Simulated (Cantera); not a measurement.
Input: 1 mol Si, 1 mol Cl2, 0.49 mol H2, at 2330 Torr.

These are equilibrium values from Cantera (NASA tables, ideal gas, pure condensed phases), not measurements of a reactor. Candidate condensed phases: Si; 19 gas species. The tables' values for SiCl3 are old estimates; treat these amounts as uncertain. The numbers say what is thermodynamically allowed, not how fast it happens.

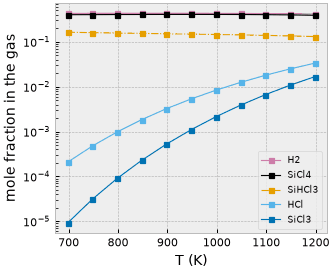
Fig. 1. Equilibrium gas composition (values under 1e-9 drawn at 1e-9)

**Question.** Read off the mole fractions at 1198 K.

**Answer.** H2 about 0.42, SiCl4 about 0.39, SiHCl3 about 0.13, HCl about 0.033, SiCl3 about 0.017.
